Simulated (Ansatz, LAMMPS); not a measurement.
**Elastic response of amorphous 43Bi2O3-57BaO (mol %) (99 atoms)**

Aim: relax amorphous 43Bi2O3-57BaO (mol %) (99 atoms), then change its volume to read the bulk modulus from the stress.

Calculated with Ansatz 0.2.0; Kohn-Sham DFT, RPBE, PAW (set soft_2), plane waves.

### 1. Starting point

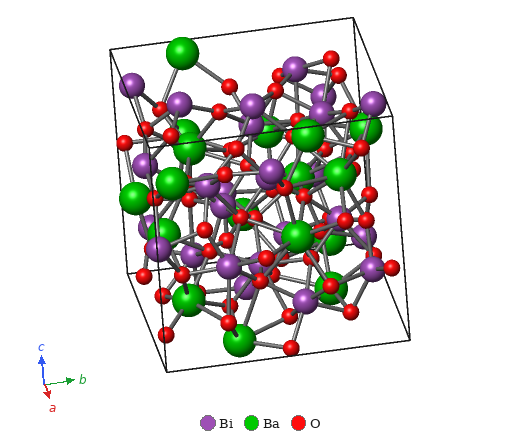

The starting structure, seen slightly off an axis (bismuth purple, barium green, oxygen red). Some periodic images of atoms are drawn too.

The cell holds 99 atoms: 26 Bi, 17 Ba and 56 O. Its edges and angles: a = 11.487 Å, b = 11.487 Å, c = 11.487 Å, α = 90.0°, β = 90.0°, γ = 90.0°. 99 atoms (26 Gd, 17 Ba, 56 O) placed at random at 8.51 g/cm³, melted at 5000 K for 10 ps at fixed volume with the Morse and Coulomb pair potential with partial charges (Pedone, Malavasi, Menziani, Cormack and Segre, J. Phys. Chem. B 110, 11780 (2006)). Quenched from 5000 K to 300 K at 50 K/ps and fixed volume, held 5 ps, then minimised at fixed cell. Then Gd was replaced by Bi and the cell scaled by 1.02 (the potential has no terms for the new elements, so the cell is a start for a DFT relaxation).

Limits known from the start: The quench rate of 50 K/ps is orders of magnitude faster than experiment, which tends to freeze in extra defects. The starting topology of bonds comes from the classical model, and needn't be the one that DFT or experiment would give. Sampling is at Γ alone. The levels lack spin–orbit coupling, which is large for the heavy elements here.

### 2. Single point at the start

The forces at the start show how far the geometry lies from a minimum of this functional.

File input.yaml:

```yaml
crystal:
  lattice:
    - [11.48663, 0.0, 0.0]
    - [0.0, 11.48663, 0.0]
    - [0.0, 0.0, 11.48663]
  atoms:
    - { symbol: Bi, position: [0.49495, 0.2025, 0.94291] }
    - { symbol: Bi, position: [0.36959, 0.22618, 0.21332] }
    - { symbol: Bi, position: [0.57956, 0.80588, 0.38576] }
    - { symbol: Bi, position: [0.30013, 0.44176, 0.00974] }
    - { symbol: Bi, position: [0.22386, 0.71851, 0.90802] }
    - { symbol: Bi, position: [0.55415, 0.49162, 0.92039] }
    - { symbol: Bi, position: [0.89284, 0.02093, 0.49788] }
    - { symbol: Bi, position: [0.03382, 0.10512, 0.20642] }
    - { symbol: Bi, position: [0.08491, 0.77711, 0.36927] }
    - { symbol: Bi, position: [0.37846, 0.92517, 0.20122] }
    - { symbol: Bi, position: [0.30419, 0.6193, 0.22231] }
    - { symbol: Bi, position: [0.59847, 0.02927, 0.74005] }
    - { symbol: Bi, position: [0.50768, 0.34563, 0.47672] }
    - { symbol: Bi, position: [0.05657, 0.84608, 0.69464] }
    - { symbol: Bi, position: [0.65887, 0.52001, 0.64475] }
    - { symbol: Bi, position: [0.20889, 0.38952, 0.39791] }
    - { symbol: Bi, position: [0.81933, 0.61016, 0.14943] }
    - { symbol: Bi, position: [0.32916, 0.50925, 0.73736] }
    - { symbol: Bi, position: [0.87393, 0.30367, 0.37223] }
    - { symbol: Bi, position: [0.46276, 0.78242, 0.80434] }
    - { symbol: Bi, position: [0.58435, 0.47189, 0.23135] }
    - { symbol: Bi, position: [0.26892, 0.04364, 0.95082] }
    - { symbol: Bi, position: [0.7565, 0.25694, 0.68825] }
    - { symbol: Bi, position: [0.77103, 0.95525, 0.95912] }
    - { symbol: Bi, position: [0.81786, 0.89453, 0.25177] }
    - { symbol: Bi, position: [0.98481, 0.49343, 0.81795] }
    - { symbol: Ba, position: [0.04221, 0.82832, 0.05573] }
    - { symbol: Ba, position: [0.30433, 0.97698, 0.64123] }
    - { symbol: Ba, position: [0.03469, 0.48456, 0.21129] }
    - { symbol: Ba, position: [0.82499, 0.59955, 0.44157] }
    - { symbol: Ba, position: [0.97467, 0.08635, 0.81805] }
    - { symbol: Ba, position: [0.08563, 0.60221, 0.58608] }
    - { symbol: Ba, position: [0.68224, 0.1538, 0.15948] }
    - { symbol: Ba, position: [0.79377, 0.3336, 0.0037] }
    - { symbol: Ba, position: [0.5579, 0.75269, 0.07309] }
    - { symbol: Ba, position: [0.20484, 0.03128, 0.42149] }
    - { symbol: Ba, position: [0.74592, 0.80053, 0.65529] }
    - { symbol: Ba, position: [0.80897, 0.67465, 0.87398] }
    - { symbol: Ba, position: [0.08961, 0.28242, 0.9817] }
    - { symbol: Ba, position: [0.38103, 0.67594, 0.49846] }
    - { symbol: Ba, position: [0.35626, 0.24826, 0.67911] }
    - { symbol: Ba, position: [0.60678, 0.08361, 0.42916] }
    - { symbol: Ba, position: [0.07918, 0.26392, 0.61404] }
    - { symbol: O, position: [0.22951, 0.43, 0.59007] }
    - { symbol: O, position: [0.39006, 0.61056, 0.90017] }
    - { symbol: O, position: [0.67646, 0.66544, 0.27106] }
    - { symbol: O, position: [0.89965, 0.87668, 0.8304] }
    - { symbol: O, position: [0.05351, 0.67702, 0.80862] }
    - { symbol: O, position: [0.19017, 0.81778, 0.52415] }
    - { symbol: O, position: [0.42776, 0.06401, 0.82196] }
    - { symbol: O, position: [0.62228, 0.87722, 0.87281] }
    - { symbol: O, position: [0.18902, 0.16244, 0.79173] }
    - { symbol: O, position: [0.93526, 0.52268, 0.00389] }
    - { symbol: O, position: [0.18062, 0.59663, 0.3691] }
    - { symbol: O, position: [0.24016, 0.3848, 0.20038] }
    - { symbol: O, position: [0.68506, 0.5586, 0.03148] }
    - { symbol: O, position: [0.17327, 0.45265, 0.84548] }
    - { symbol: O, position: [0.99793, 0.94934, 0.32842] }
    - { symbol: O, position: [0.4212, 0.3708, 0.85423] }
    - { symbol: O, position: [0.70013, 0.38928, 0.50309] }
    - { symbol: O, position: [0.85598, 0.55713, 0.67947] }
    - { symbol: O, position: [0.42285, 0.9558, 0.40215] }
    - { symbol: O, position: [0.68973, 0.13259, 0.89815] }
    - { symbol: O, position: [0.865, 0.02688, 0.10325] }
    - { symbol: O, position: [0.87613, 0.21585, 0.54899] }
    - { symbol: O, position: [0.78401, 0.43819, 0.24965] }
    - { symbol: O, position: [0.35778, 0.8512, 0.99451] }
    - { symbol: O, position: [0.68112, 0.39521, 0.80003] }
    - { symbol: O, position: [0.8167, 0.11835, 0.33682] }
    - { symbol: O, position: [0.94926, 0.2743, 0.15886] }
    - { symbol: O, position: [0.62438, 0.92781, 0.22344] }
    - { symbol: O, position: [0.57159, 0.19352, 0.62778] }
    - { symbol: O, position: [0.47445, 0.46451, 0.62383] }
    - { symbol: O, position: [0.29989, 0.70391, 0.71383] }
    - { symbol: O, position: [0.57141, 0.33298, 0.05989] }
    - { symbol: O, position: [0.08756, 0.05541, 0.01956] }
    - { symbol: O, position: [0.99649, 0.44272, 0.44341] }
    - { symbol: O, position: [0.51644, 0.88407, 0.63936] }
    [... 15 atom lines left out ...]
    - { symbol: O, position: [0.43525, 0.74531, 0.27407] }
    - { symbol: O, position: [0.31098, 0.24029, 0.01717] }
    - { symbol: O, position: [0.05812, 0.02259, 0.60483] }
    - { symbol: O, position: [0.74698, 0.8929, 0.43885] }
    - { symbol: O, position: [0.44122, 0.53212, 0.1131] }
    - { symbol: O, position: [0.33906, 0.23271, 0.44805] }
kpoints:
  mp_grid: { grid: [1, 1, 1] }
hamiltonian:
  xc: rpbe
scf:
  occupations: { method: gaussian, width: 0.05 }
output:
  forces: true
```

Launch:

```bash
$ ansatz run input.yaml --threads 4 --pin off --max-ram 8192MiB --backend cpu --events-out ev --progress --plain --runs-dir out
```

Numbers of over 12 decimals in the logs are rounded to 6 here.

Output:

```text
[...]
Pseudopotentials: kind: paw
Pseudopotential: Bi, paw, valence charge 15, recommended cutoff 420 eV (normal), Bi.paw.azcp
Pseudopotential: Ba, paw, valence charge 10, recommended cutoff 420 eV (normal), Ba.paw.azcp
Pseudopotential: O, paw, valence charge 6, recommended cutoff 420 eV (normal), O.paw.azcp
[... 5 lines on functional and potentials left out ...]
Crystal: 99 atoms, lattice volume = 1515.577 Å³
Basis set: ecut = 420 eV, 29423 PW (Γ), exchange–correlation on 160×160×160 points (8 copies of the dense FFT grid, shifted against one another)
Bands: 547, of which v1, the nominal top of the filled ones, is band 448 counted from 1 (447 counted from 0)
Symmetry: 1 space group operations
Space group: P1 (ITA 1), of the structure as read, at distance tolerance 1.1e-4 Å
k-points: 1
[... 10 lines on functional and potentials left out ...]
Initial density: superposition of atomic densities (neutral atoms: chi_scale 0, normalization atom), corrected by the library's trained network
Initial wavefunctions: pseudopotential atomic-orbital guess
[...]
SCF iter   1: F=—  HF=-455882.163028 eV  |F-HF|=—  |Δ(HF+E_count)|=         —  Δρ=6.78e-3  dr2=9.88e-1  ethr=1.77e-3  ⟨swp⟩=6.0  Hψ=2339  notcnv=0  defer=58
preconditioner: auto → Resta (q_TF=auto, 2.499 Å⁻¹)  ε∞=3.8  [insulator: Δε(μ)=1.206 eV  Ē_g=17.180 eV  σ=0.050 eV  W_gap=1.00  n_scr=388 (ndim 8)  ℏωp=28.6 eV  f_vac=0.005  D(μ)=0.00/eV (n_scr^D=0)  ε∞_Penn≈3.8]
SCF iter   2: F=—  HF=-455882.006192 eV  |F-HF|=—  |Δ(HF+E_count)|=   1.57e-1  Δρ=2.90e-3  dr2=1.60e-1  ethr=1.10e-4  ⟨swp⟩=2.0  Hψ=728  notcnv=0  defer=95
SCF iter   3: F=—  HF=-455881.987705 eV  |F-HF|=—  |Δ(HF+E_count)|=   1.85e-2  Δρ=8.29e-4  dr2=1.40e-2  ethr=1.79e-5  ⟨swp⟩=2.0  Hψ=699  notcnv=0  defer=68
automatic band count: iteration 3 solves 520 bands in place of 547: the levels show a gap, and the empty bands left out lie too high to hold charge; the band table lists the bands solved (type scf.n_extra_bands for more)
SCF iter   4: F=—  HF=-455881.987696 eV  |F-HF|=—  |Δ(HF+E_count)|=   8.57e-6  Δρ=2.04e-4  dr2=7.16e-4  ethr=1.56e-6  ⟨swp⟩=2.0  Hψ=701  notcnv=0  defer=68
SCF iter   5: F=—  HF=-455881.988114 eV  |F-HF|=—  |Δ(HF+E_count)|=   4.18e-4  Δρ=7.00e-5  dr2=7.29e-5  ethr=8.00e-8  ⟨swp⟩=2.0  Hψ=900  notcnv=0  defer=68
SCF iter   6: F=—  HF=-455881.988334 eV  |F-HF|=—  |Δ(HF+E_count)|=   2.20e-4  Δρ=2.06e-5  dr2=7.45e-6  ethr=8.14e-9  ⟨swp⟩=2.0  Hψ=968  notcnv=0  defer=68
SCF iter   7: F=—  HF=-455881.988344 eV  |F-HF|=—  |Δ(HF+E_count)|=   1.01e-5  Δρ=7.59e-6  dr2=9.72e-7  ethr=8.32e-10  ⟨swp⟩=2.0  Hψ=900  notcnv=0  defer=68
SCF iter   8: F=-455881.988345 eV  HF=-455881.988345 eV  |F-HF|=5.69e-8  |Δ(HF+E_count)|=   1.11e-6  Δρ=2.21e-6  dr2=8.16e-8  ethr=1.12e-11  ⟨swp⟩=3.0  Hψ=2320  notcnv=0
SCF 1 converged in 8 iterations: F = -455881.988345 eV  dr2 = 8.16e-8
[...]
SCF converged after 8 iterations
Free energy (F): -455881.988345 eV
Harris-Foulkes:  -455881.988345 eV  (|F-HF|=5.69e-8)
Internal energy: -455881.988345 eV  (E = F + TS)
E sigma→0 (E₀):  -455881.988345 eV
Fermi energy:    13.661597 eV
--- Per-component energies (eV) ---
[...]
Σ components = -455881.988345   (vs F -455881.988345, Δ=0.00e0)
--- Forces (eV/Å), atoms counted from 1 ---
  atom   1  Bi     0.40586170    -0.19814434     0.19352214
  atom   2  Bi    -0.63058121    -0.38481851    -0.39057128
  atom   3  Bi     0.79515306     0.18877319    -0.31314591
  atom   4  Bi     0.25102045     0.82423203     0.56720986
[...]
atom  99  O     -0.99867148    -0.85433605     0.16951949
  max |Σ_I F_I| component: 7.94e-5 eV/Å
```

Wall time 17 s (4 threads of Intel Xeon 6975P-C (Granite Rapids), shared host); peak memory 2.5 GiB.

Reading the cycles: dr2 is the Hartree energy of the density residual (eV), the measure of convergence; HF is the Harris–Foulkes estimate of the energy, which meets the free energy F at convergence.

The r.m.s. force at the start is 0.63 eV/Å.

### 3. Cell and atoms relaxed

Cell and atoms are freed together, to release stress as well as forces.

File input.yaml:

```yaml
crystal:
  lattice:
    - [11.48663, 0.0, 0.0]
    - [0.0, 11.48663, 0.0]
    - [0.0, 0.0, 11.48663]
  atoms:
    [... the 99 atom lines of step 2 ...]
kpoints:
  mp_grid: { grid: [1, 1, 1] }
hamiltonian:
  xc: rpbe
scf:
  occupations: { method: gaussian, width: 0.05 }
output:
  forces: true
relax:
  f_tol: 0.05
  max_steps: 150
  cell: {}
```

Output:

```text
[...]
Pseudopotentials: kind: paw
Pseudopotential: Bi, paw, valence charge 15, recommended cutoff 420 eV (normal), Bi.paw.azcp
Pseudopotential: Ba, paw, valence charge 10, recommended cutoff 420 eV (normal), Ba.paw.azcp
Pseudopotential: O, paw, valence charge 6, recommended cutoff 420 eV (normal), O.paw.azcp
[... 5 lines on functional and potentials left out ...]
Crystal: 99 atoms, lattice volume = 1515.577 Å³
Basis set: ecut = 420 eV, 29423 PW (Γ), exchange–correlation on 160×160×160 points (8 copies of the dense FFT grid, shifted against one another)
Bands: 547, of which v1, the nominal top of the filled ones, is band 448 counted from 1 (447 counted from 0)
Symmetry: 1 space group operations
Space group: P1 (ITA 1), of the structure as read, at distance tolerance 1.1e-4 Å
k-points: 1
[... 10 lines on functional and potentials left out ...]
Initial density: superposition of atomic densities (neutral atoms: chi_scale 0, normalization atom), corrected by the library's trained network
Initial wavefunctions: pseudopotential atomic-orbital guess
[...]
SCF iter   1: F=—  HF=-455882.163027 eV  |F-HF|=—  |Δ(HF+E_count)|=         —  Δρ=6.78e-3  dr2=9.88e-1  ethr=1.77e-3  ⟨swp⟩=6.0  Hψ=2339  notcnv=0  defer=58
preconditioner: auto → Resta (q_TF=auto, 2.499 Å⁻¹)  ε∞=3.8  [insulator: Δε(μ)=1.206 eV  Ē_g=17.180 eV  σ=0.050 eV  W_gap=1.00  n_scr=388 (ndim 8)  ℏωp=28.6 eV  f_vac=0.005  D(μ)=0.00/eV (n_scr^D=0)  ε∞_Penn≈3.8]
[...]
SCF iter   7: F=—  HF=-455881.988344 eV  |F-HF|=—  |Δ(HF+E_count)|=   1.01e-5  Δρ=7.61e-6  dr2=9.77e-7  ethr=8.34e-10  ⟨swp⟩=2.0  Hψ=900  notcnv=0  defer=95
SCF iter   8: F=-455881.988345 eV  HF=-455881.988345 eV  |F-HF|=5.75e-8  |Δ(HF+E_count)|=   1.12e-6  Δρ=2.21e-6  dr2=8.14e-8  ethr=1.12e-11  ⟨swp⟩=3.0  Hψ=2308  notcnv=0
SCF 1 converged in 8 iterations: F = -455881.988345 eV  dr2 = 8.14e-8
[...]
relax step   1: F+E_penalty+E_count = -455881.98834535 eV  Δ(F+E_penalty+E_count) = +0.000e0 eV  max|allowed force component| = 2.345e0 eV/Å  Δτ_max = 0.0000 Å  P = +22.855 GPa  Ω = 1515.577 Å³  (8 SCF iters, dr2 threshold 1.00e-7 eV, accepted)
[... from here on, the SCF cycles and remarks between the steps are left out, and one step in 5 is shown ...]
relax step   2: F+E_penalty+E_count = -455899.96383339 eV  Δ(F+E_penalty+E_count) = -1.798e1 eV  max|allowed force component| = 1.184e0 eV/Å  Δτ_max = 0.1238 Å  P = +2.247 GPa  Ω = 1738.981 Å³  energy of the carried Pulay correction = -5.637e-1 eV  (12 SCF iters, dr2 threshold 9.90e-6 eV, accepted)
[...]
relax step  50: F+E_penalty+E_count = -455923.31229831 eV  Δ(F+E_penalty+E_count) = -2.314e-2 eV  max|allowed force component| = 4.517e-1 eV/Å  Δτ_max = 0.2000 Å  P = +0.115 GPa  Ω = 2281.716 Å³  energy of the carried Pulay correction = -9.476e-1 eV  (10 SCF iters, dr2 threshold 3.75e-6 eV, rejected (line search))
relax step  55: F+E_penalty+E_count = -455923.60253022 eV  Δ(F+E_penalty+E_count) = -7.303e-2 eV  max|allowed force component| = 2.004e-1 eV/Å  Δτ_max = 0.1951 Å  P = -0.002 GPa  Ω = 2294.197 Å³  energy of the carried Pulay correction = -1.001e0 eV  (9 SCF iters, dr2 threshold 1.43e-6 eV, accepted)
relax step  60: F+E_penalty+E_count = -455923.85206196 eV  Δ(F+E_penalty+E_count) = -4.686e-2 eV  max|allowed force component| = 9.747e-2 eV/Å  Δτ_max = 0.0531 Å  P = -0.021 GPa  Ω = 2317.136 Å³  energy of the carried Pulay correction = -1.097e0 eV  (13 SCF iters, accepted)
relax step  65: F+E_penalty+E_count = -455923.97052442 eV  Δ(F+E_penalty+E_count) = -2.479e-2 eV  max|allowed force component| = 1.467e-1 eV/Å  Δτ_max = 0.2000 Å  P = +0.084 GPa  Ω = 2314.785 Å³  energy of the carried Pulay correction = -1.088e0 eV  (11 SCF iters, dr2 threshold 3.93e-7 eV, accepted)
relax step  70: F+E_penalty+E_count = -455924.03813408 eV  Δ(F+E_penalty+E_count) = -3.161e-2 eV  max|allowed force component| = 6.565e-2 eV/Å  Δτ_max = 0.0971 Å  P = +0.005 GPa  Ω = 2329.181 Å³  energy of the carried Pulay correction = -1.148e0 eV  (15 SCF iters, accepted)
relax step  73: F+E_penalty+E_count = -455924.01500962 eV  Δ(F+E_penalty+E_count) = +2.320e-2 eV  max|allowed force component| = 1.298e-1 eV/Å  Δτ_max = 0.2000 Å  P = -0.045 GPa  Ω = 2336.677 Å³  energy of the carried Pulay correction = -1.179e0 eV  (11 SCF iters, dr2 threshold 2.26e-7 eV, rejected (line search))
[...]
Step cancelled. What follows is not a result of the run: it is the report of the last solve that finished, which converged after 11 SCF iterations.
Free energy (F): -455924.015010 eV
Harris-Foulkes:  -455924.015009 eV  (|F-HF|=1.41e-7)
Internal energy: -455924.015010 eV  (E = F + TS)
E sigma→0 (E₀):  -455924.015010 eV
Fermi energy:    7.088496 eV
--- Per-component energies (eV) ---
[...]
Σ components = -455924.015010   (vs F -455924.015010, Δ=0.00e0)
--- Forces (eV/Å), atoms counted from 1 ---
  atom   1  Bi    -0.01431459     0.05225987    -0.02074533
  atom   2  Bi     0.01137271    -0.00079077    -0.01845776
  atom   3  Bi     0.01856214    -0.01827201    -0.00035640
  atom   4  Bi    -0.02302683    -0.03161041    -0.01312259
[...]
atom  99  O      0.01224790    -0.00804728    -0.01398917
  max |Σ_I F_I| component: 1.88e-4 eV/Å
--- Stress (GPa, compression-positive) ---
       -0.655085       0.053966       0.028797
        0.053966      -0.738746      -0.047112
        0.028797      -0.047112      -0.720811
  P = ⅓ Tr σ = -0.7049 GPa (-7.049 kbar)
--- Band table (eV) ---
  k-point 0: bands = ["-20.1671", "-20.0754", "-19.9871", "-19.8111", [... 531 levels ...], "11.9687", "11.9961", "12.0281", "12.0502", "12.0678", "12.1027", "12.1324", "12.1733", "12.1910", "12.2318", "12.2849", "12.2939"]
End of that report.
Error: SIGTERM received: cancelled by the caller after 6 completed SCF iterations
```

The job ended after 26 min (4 threads; peak memory 3.3 GiB).

The relaxation was stopped at its limit after 72 steps, with a largest force component of 0.060 eV/Å.

### 4. Single point at the relaxed geometry

One more single point at the end of the walk gives the fuller output and checks the residual forces.

File input.yaml:

```yaml
crystal:
  lattice:
    - [13.19238, -0.58214, -0.167]
    - [-0.58214, 13.44303, -0.29628]
    - [-0.167, -0.29628, 13.18542]
  atoms:
    - { symbol: Bi, position: [0.49781, 0.24956, 0.96007] }
    - { symbol: Bi, position: [0.36105, 0.21422, 0.20546] }
    - { symbol: Bi, position: [0.60914, 0.74823, 0.34315] }
    - { symbol: Bi, position: [0.27729, 0.45686, 0.13828] }
    - { symbol: Bi, position: [0.22894, 0.76312, 0.91551] }
    - { symbol: Bi, position: [0.51808, 0.52567, 0.93167] }
    [... 87 atom lines left out ...]
    - { symbol: O, position: [0.43491, 0.78209, 0.23235] }
    - { symbol: O, position: [0.26446, 0.29374, 0.11036] }
    - { symbol: O, position: [0.99989, 0.06458, 0.65588] }
    - { symbol: O, position: [0.69784, 0.87243, 0.41461] }
    - { symbol: O, position: [0.41532, 0.46186, 0.24352] }
    - { symbol: O, position: [0.2616, 0.17915, 0.55166] }
kpoints:
  mp_grid: { grid: [1, 1, 1] }
hamiltonian:
  xc: rpbe
scf:
  occupations: { method: gaussian, width: 0.05 }
output:
  forces: true
  stress: true
  populations: intrinsic
  dos:
    method: { smearing: { sigma: 0.15 } }
    de: 0.1
    projected: { site_lists: { Ba: [Ba], Bi: [Bi], O: [O] } }
  eigenvalues: true
  write_density: true
  write_potential: true
  volumetric_format: npy
  elf: true
```

Output:

```text
[...]
Crystal: 99 atoms, lattice volume = 2332.317 Å³
Basis set: ecut = 420 eV, 45567 PW (Γ), exchange–correlation on 180×180×180 points (8 copies of the dense FFT grid, shifted against one another)
Bands: 547, of which v1, the nominal top of the filled ones, is band 448 counted from 1 (447 counted from 0)
Symmetry: 1 space group operations
[...]
k-points: 1
[...]
SCF iter   1: F=—  HF=-455925.689709 eV  |F-HF|=—  |Δ(HF+E_count)|=         —  Δρ=5.02e-3  dr2=8.33e-1  ethr=1.77e-3  ⟨swp⟩=6.0  Hψ=2331  notcnv=0  defer=42
[...]
SCF iter  12: F=-455925.570426 eV  HF=-455925.570426 eV  |F-HF|=1.34e-8  |Δ(HF+E_count)|=   6.94e-8  Δρ=1.62e-6  dr2=6.64e-8  ethr=1.12e-11  ⟨swp⟩=6.0  Hψ=3538  notcnv=0
SCF 1 converged in 12 iterations: F = -455925.570426 eV  dr2 = 6.64e-8
[...]
SCF converged after 12 iterations
Free energy (F): -455925.570426 eV
[...]
Internal energy: -455925.570426 eV  (E = F + TS)
E sigma→0 (E₀):  -455925.570426 eV
Fermi energy:    7.098573 eV
[...]
--- Forces (eV/Å), atoms counted from 1 ---
  atom   1  Bi    -0.00523234    -0.00770360    -0.01385359
  atom   2  Bi    -0.00959855    -0.00952255     0.00580623
  atom   3  Bi    -0.00217291    -0.01912038     0.02512826
  atom   4  Bi    -0.01124916     0.00390580     0.01456088
  atom   5  Bi    -0.00489647     0.01388375     0.00019970
  atom   6  Bi    -0.00280593     0.00755579    -0.00950639
  atom   7  Bi     0.00676615    -0.02435389    -0.03316299
  atom   8  Bi     0.00321036    -0.02643481     0.00316392
  atom   9  Bi     0.03253534     0.01318326    -0.00079507
  atom  10  Bi    -0.02106182     0.02102871    -0.00829409
  atom  11  Bi     0.00150826     0.03161314    -0.00413575
  atom  12  Bi     0.02030749    -0.00095935     0.00622536
  atom  13  Bi    -0.00737123    -0.02522025    -0.00148620
  atom  14  Bi    -0.00768414    -0.03188475     0.00626264
[...]
atom  98  O      0.01323049     0.00190076    -0.01030636
  atom  99  O      0.00313622    -0.01526825     0.00104137
  max |Σ_I F_I| component: 1.84e-4 eV/Å
--- Stress (GPa, compression-positive) ---
        0.522433      -0.256493      -0.081912
       -0.256494       0.575559      -0.150096
       -0.081912      -0.150096       0.559408
  P = ⅓ Tr σ = 0.5525 GPa (5.525 kbar)
--- Band table (eV) ---
[...]
--- intrinsic populations: 99 sites ---
  site symbol       q [e]
     0     Bi     13.7819
     1     Bi     13.7183
     2     Bi     13.7773
[...]
98      O      7.2597
  spilling = 0.000000 (of n_electrons = 896.000000)
```

Elapsed: 46 s, on 4 threads; peak memory 3.6 GiB; 2.9 min of CPU time.

Read from the output:

* free energy: -455925.5704 eV
* free energy per atom: -4605.3088 eV/atom
* SCF cycles: 12
* pressure: 0.5525 GPa
* r.m.s. force component: 0.01399 eV/Å
* longest force: 0.06393 eV/Å
* Fermi energy: 7.099 eV
* gap (highest filled to lowest empty level): 2.305 eV

(Part 1 of 2 ends here.)

[Logs are printed without paths, hosts, clocks, repeated set-up lines and the standing remarks that a program may print on its own settings, such as how far it seeks lower states.]

[Hosts, paths, dates, database ids (printed as entryN), source tags and the programs' standing remarks are cut or masked in the printed files.]
